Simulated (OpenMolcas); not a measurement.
# GeSiH5Cl (SMILES [SiH3][GeH2][Cl]) at 6 levels

Aim: a comparison of 6 runs (HF/STO-3G, HF/3-21G, B3LYP/def2-SVP, BHLYP/def2-SVP, M06-L/def2-SVP, revPBE/def2-SVP) of GeSiH5Cl. 

The results are computed with OpenMolcas 26.06.

1 further run of the same task is left out (set aside as unsound or not needed).

## (1) The structure to begin with

GeSiH5Cl: 8 atoms, total charge 0, spin state singlet. SMILES: `[SiH3][GeH2][Cl]`. Geometry: relaxed at PBE0-D4/def2-TZVP.

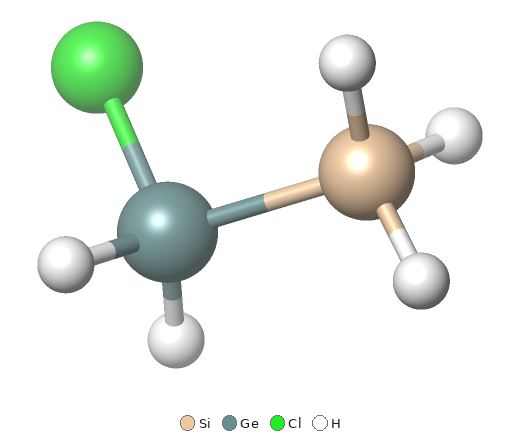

The structure, seen from a chosen angle (silicon light orange, germanium teal, chlorine green, hydrogen white).

## (2) Energy and gradient at HF/STO-3G (run 1)

File calc.input:

```
&GATEWAY
  BasLib=$CurrDir
  Coord
  8
  angstrom
  Si      -0.863600       0.827300      -0.302500
  Ge       0.738300      -0.882000       0.118400
  Cl       1.963100      -0.183700       1.766200
  H       -1.744900       0.416200      -1.427300
  H       -0.149800       2.078700      -0.658900
  H       -1.678500       1.035600       0.920200
  H        1.703100      -1.135200      -1.051200
  H        0.124600      -2.213900       0.579200
  Basis=STO-3G
  Group=NoSym

&SEWARD

&SCF
  Thresholds=1e-10 1e-07 1e-07 1e-05
  PrOrbitals=1 1

&ALASKA
```

The basis set STO-3G is read from a file made from the Basis Set Exchange's data (not shown).

The run is started by

```bash
export MOLCAS_MEM=1860
pymolcas calc.input > calc.log
```

Standard output:

```text
--- Start Module: gateway ---
[...]
--- Stop Module: gateway /rc=_RC_ALL_IS_WELL_ ---
[...]
      Basis functions           41
[...]
--- Start Module: scf ---
[...]
       Convergence after   9 Iterations
[...]
::    Total SCF energy                              -2794.9277765603
[...]
      Total spin, S                                     0.0000000000
[...]
      Total electronic charge=   68.000000
      Total            charge=   -0.000000
[...]
      Dipole Moment (debye):
      Origin of the operator (angstrom)=    0.6857   -0.3403    0.4256
                   X= -2.2811E+00               Y= -5.0325E-01               Z= -2.5408E+00           Total=  3.4514E+00
      Quadrupole Moment (debye*angstrom):
[...]
--- Stop Module: scf /rc=_RC_ALL_IS_WELL_ ---
[...]
--- Start Module: alaska ---
[...]
 *              Molecular gradients               *
 **************************************************
  Irreducible representation: a
 ------------------------------------------------------------------------------------------
                              X                       Y                       Z
 ------------------------------------------------------------------------------------------
  SI1               7.94384695807793E-03   -7.15998500020376E-03    2.99766375194643E-03
  GE2               2.43294466534794E-03    2.40021502019552E-02    1.82455632835037E-02
  CL3               4.74381625455322E-04    2.70000543816806E-03    2.24371603768603E-03
  H4               -1.91829903577716E-02   -9.93657390114144E-03   -2.51405312034523E-02
  H5                1.70479410373430E-02    2.64979042979405E-02   -7.51898007373075E-03
  H6               -1.68231882513545E-02    3.39313389333284E-03    2.74577642989815E-02
  H7                2.40678522881712E-02   -6.06436875499261E-03   -2.98193387820120E-02
  H8               -1.59607879652741E-02   -3.34322661749926E-02    1.15341426872302E-02
[...]
--- Stop Module: alaska /rc=_RC_ALL_IS_WELL_ ---
[...]
```

It took 6.3 s on 1 thread of AMD EPYC 7R43 (Zen 3), shared host; peak memory 0.36 GiB.

## (3) Energy and forces at HF/3-21G (run 2)

File calc.inp:

```
>>> EXPORT MOLCAS_PRINT=2

&GATEWAY
 BasLib=$CurrDir
 Coord
 8
 bohr
 Si    -1.63196748     1.56337042    -0.57164215
 Ge     1.39518480    -1.66673844     0.22374357
 Cl     3.70972136    -0.34714269     3.33763428
 H     -3.29738311     0.78650401    -2.69720610
 H     -0.28308097     3.92817370    -1.24514054
 H     -3.17190530     1.95700037     1.73892598
 H      3.21839256    -2.14521710    -1.98648010
 H      0.23545988    -4.18366467     1.09452937
 Basis=3-21G
 Group=NoSym

&SEWARD

&SCF
 Thresholds=1e-10 1e-07 1e-07 1e-05
 PrOrbitals=1

&ALASKA
```

The basis set 3-21G is read from a file made from the Basis Set Exchange's data (not shown).

The run is started by

```bash
export MOLCAS_MEM=1860
pymolcas calc.inp > calc.log
```

Standard output:

```text
--- Start Module: gateway ---
[...]
--- Stop Module: gateway /rc=_RC_ALL_IS_WELL_ ---
[...]
      Basis functions           58
[...]
--- Start Module: scf ---
[...]
       Convergence after  10 Iterations
[...]
::    Total SCF energy                              -2812.9540455351
[...]
      Total spin, S                                     0.0000000000
[...]
      Total electronic charge=   68.000000
      Total            charge=   -0.000000
[...]
      Dipole Moment (debye):
      Origin of the operator (angstrom)=    0.6857   -0.3403    0.4256
                   X= -2.1860E+00               Y= -7.1760E-01               Z= -2.5905E+00           Total=  3.4647E+00
      Quadrupole Moment (debye*angstrom):
[...]
--- Stop Module: scf /rc=_RC_ALL_IS_WELL_ ---
[...]
--- Start Module: alaska ---
[...]
 *              Molecular gradients               *
 **************************************************
  Irreducible representation: a
 ------------------------------------------------------------------------------------------
                              X                       Y                       Z
 ------------------------------------------------------------------------------------------
  SI1               5.92541778312139E-03   -5.94735403600666E-03    1.81918801447889E-03
  GE2               1.02302930984108E-02    1.75983529715467E-02    2.15472869245517E-02
  CL3              -1.73192217980969E-02   -9.38067257598618E-03   -2.29758639535085E-02
  H4               -3.22488903041318E-04    3.70987369865627E-04   -6.79844478019831E-05
  H5               -1.23318765483660E-05    3.05544347378728E-04   -3.77237171069744E-05
  H6               -1.96367950024534E-04    1.83895236147036E-04    1.45349161563058E-04
  H7                1.81460867204297E-03   -8.99033380427516E-04   -1.21618196415518E-03
  H8               -1.19909025699361E-04   -2.23171993248350E-03    7.85929982059841E-04
[...]
--- Stop Module: alaska /rc=_RC_ALL_IS_WELL_ ---
[...]
```

Wall time 7.8 s (1 thread of AMD EPYC 7R43 (Zen 3), shared host); peak memory 0.39 GiB.

Run 3 isn't shown in full; the table further down has it.

## (4) Energy and forces at BHLYP/def2-SVP (run 4)

File mol.inp:

```
&gateway
  baslib=$CurrDir
  coord
  8
  angstrom
  Si      -0.863600       0.827300      -0.302500
  Ge       0.738300      -0.882000       0.118400
  Cl       1.963100      -0.183700       1.766200
  H       -1.744900       0.416200      -1.427300
  H       -0.149800       2.078700      -0.658900
  H       -1.678500       1.035600       0.920200
  H        1.703100      -1.135200      -1.051200
  H        0.124600      -2.213900       0.579200
  basis=def2-SVP
  group=NoSym

&seward
  gridinput
  Grid=UltraFine
  End of Grid

&scf
  ksdft=HYB_GGA_XC_BHANDHLYP
  thresholds=1e-10 1e-07 1e-07 1e-05
  prorbitals=1 2

&alaska
```

The basis set def2-SVP is read from a file made from the Basis Set Exchange's data (not shown).

The run is started by

```bash
export MOLCAS_MEM=1860
pymolcas mol.inp > mol.log
```

Standard output:

```text
--- Start Module: gateway ---
[...]
--- Stop Module: gateway /rc=_RC_ALL_IS_WELL_ ---
[...]
      Basis functions           93
[...]
--- Start Module: scf ---
[...]
       Convergence after  17 Iterations
[...]
::    Total KS-DFT energy                           -2829.2120432381
[...]
      Total spin, S                                     0.0000000000
[...]
      Total electronic charge=   68.000000
      Total            charge=   -0.000000
[...]
      Dipole Moment (debye):
      Origin of the operator (angstrom)=    0.6857   -0.3403    0.4256
                   X= -1.4306E+00               Y= -2.9840E-01               Z= -1.5819E+00           Total=  2.1536E+00
      Quadrupole Moment (debye*angstrom):
[...]
--- Stop Module: scf /rc=_RC_ALL_IS_WELL_ ---
[...]
--- Start Module: alaska ---
[...]
 *              Molecular gradients               *
 **************************************************
  Irreducible representation: a
 ------------------------------------------------------------------------------------------
                              X                       Y                       Z
 ------------------------------------------------------------------------------------------
  SI1               1.78542796575698E-03   -1.67757484194553E-03    6.35893351799588E-04
  GE2              -2.61264848179010E-04    4.53470381256338E-03    2.74789279468379E-03
  CL3              -2.09575500710812E-03   -1.54986902035148E-03   -3.05530570205548E-03
  H4               -8.92946858924049E-04   -6.72259648791695E-04   -1.31062580962649E-03
  H5                9.83389246224986E-04    1.39517616164753E-03   -4.22894183376377E-04
  H6               -8.86986186283689E-04    1.21620768900987E-04    1.50360327450816E-03
  H7                1.92819702264391E-03   -2.20811308264679E-04   -1.33638884320764E-03
  H8               -5.60061334200501E-04   -1.93098592390495E-03    1.23782511751847E-03
[...]
--- Stop Module: alaska /rc=_RC_ALL_IS_WELL_ ---
[...]
```

It took 68 s on 1 thread of AMD EPYC 7R43 (Zen 3), shared host; peak memory 0.51 GiB.

Run 5 isn't shown in full; the table further down has it.

## (5) Energy and gradient at revPBE/def2-SVP (run 6)

File input.xyz:

```xyz
8

Si    -0.863600     0.827300    -0.302500
Ge     0.738300    -0.882000     0.118400
Cl     1.963100    -0.183700     1.766200
H     -1.744900     0.416200    -1.427300
H     -0.149800     2.078700    -0.658900
H     -1.678500     1.035600     0.920200
H      1.703100    -1.135200    -1.051200
H      0.124600    -2.213900     0.579200
```

File job.inp:

```
>>> EXPORT MOLCAS_PRINT=2

&GATEWAY
 BasLib=$CurrDir
 Coord=input.xyz
 Basis=def2-SVP
 Group=NoSym

&SEWARD
 GridInput
 Grid=UltraFine
 End of Grid

&SCF
 KSDFT=revPBE
 Thresholds=1e-10 1e-07 1e-07 1e-05
 PrOrbitals=0

&ALASKA
```

The basis set def2-SVP is read from a file made from the Basis Set Exchange's data (not shown).

The run is started by

```bash
export MOLCAS_MEM=1860
pymolcas job.inp > job.log
```

Standard output:

```text
--- Start Module: gateway ---
[...]
--- Stop Module: gateway /rc=_RC_ALL_IS_WELL_ ---
[...]
      Basis functions           93
[...]
--- Start Module: scf ---
[...]
       Convergence after  14 Iterations
[...]
::    Total KS-DFT energy                           -2828.9253794946
[...]
      Total spin, S                                     0.0000000000
[...]
      Total electronic charge=   68.000000
      Total            charge=   -0.000000
[...]
      Dipole Moment (debye):
      Origin of the operator (angstrom)=    0.6857   -0.3403    0.4256
                   X= -1.2588E+00               Y= -2.6732E-01               Z= -1.3951E+00           Total=  1.8979E+00
      Quadrupole Moment (debye*angstrom):
[...]
--- Stop Module: scf /rc=_RC_ALL_IS_WELL_ ---
[...]
--- Start Module: alaska ---
[...]
 *              Molecular gradients               *
 **************************************************
  Irreducible representation: a
 ------------------------------------------------------------------------------------------
                              X                       Y                       Z
 ------------------------------------------------------------------------------------------
  SI1              -1.18224972242231E-03    1.69813856293999E-03   -9.50204933491960E-06
  GE2               3.01379087587694E-03    1.52198293300287E-03    3.92356835584096E-03
  CL3              -6.72096881754314E-03   -4.06737301498339E-03   -9.19884725492892E-03
  H4                4.35720437300491E-03    1.53453912125623E-03    5.23044386957050E-03
  H5               -3.00980495581271E-03   -5.92181129473524E-03    1.64217584718696E-03
  H6                3.90067356941204E-03   -1.20460253822841E-03   -5.50150531819327E-03
  H7               -3.11492095167853E-03    1.21797541587787E-03    4.98711913449945E-03
  H8                2.75627562913972E-03    5.22115081500640E-03   -1.07345258457814E-03
[...]
--- Stop Module: alaska /rc=_RC_ALL_IS_WELL_ ---
[...]
```

Wall time 49 s (1 thread of AMD EPYC 7R43 (Zen 3), shared host); peak memory 0.51 GiB.

## (6) All runs side by side

| run | level | integration grid | energy (Eh) | dipole moment (D) | HOMO energy (eV) | LUMO energy (eV) | wall time |
| --- | --- | --- | --- | --- | --- | --- | --- |
| 1 | HF/STO-3G | – | -2794.927777 | 3.45 | -8.89 | 8.49 | 6.3 s |
| 2 | HF/3-21G | – | -2812.954046 | 3.46 | -10.99 | 2.40 | 7.8 s |
| 3 | B3LYP/def2-SVP | UltraFine | -2829.317863 | 1.98 | -7.76 | -0.61 | 62 s |
| 4 | BHLYP/def2-SVP | UltraFine | -2829.212043 | 2.15 | -9.12 | 0.53 | 68 s |
| 5 | M06-L/def2-SVP | UltraFine | -2829.186232 | 2.17 | -7.12 | -0.92 | 76 s |
| 6 | revPBE/def2-SVP | UltraFine | -2828.925379 | 1.90 | -6.77 | -1.22 | 49 s |

## (7) What came out

| quantity | value |
| --- | --- |
| run 6: total energy | -2828.92538 Eh |
| run 6: dipole moment | 1.90 D |
| run 6: HOMO energy | -6.77 eV |
| run 6: LUMO energy | -1.22 eV |
| run 6: HOMO–LUMO gap | 5.54 eV |
| run 6: largest force on an atom | 0.622 eV/Å |

In words: The dipole moment (its size) runs from 1.90 D (revPBE/def2-SVP) to 3.46 D (HF/3-21G). The two ends differ in method and basis. The HOMO–LUMO gap runs from 5.54 eV (revPBE/def2-SVP) to 17.38 eV (HF/STO-3G). Totals of different functionals can't be ranked against each other. In run 1 the basis is minimal, so the values are rough. All runs together took 4.5 min, the longest 76 s.
